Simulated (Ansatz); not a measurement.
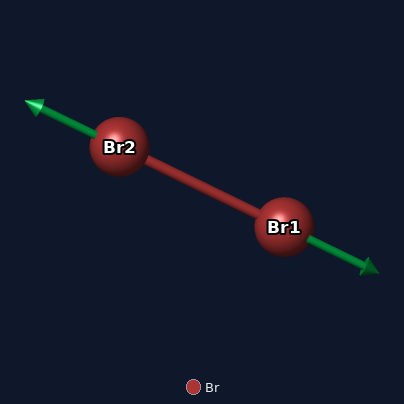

The arrows show one normal mode. Charge +1, doublet. Harmonic vibrations computed with UKS PBE0-D4/def2-TZVP (Ansatz 0.2.0) at a stationary point of the same level.

### Describe the motion.

Mostly Br–Br stretching.

### At what wavenumber does it lie?

384 cm⁻¹; it is mode 1 of 1 counted from the lowest.
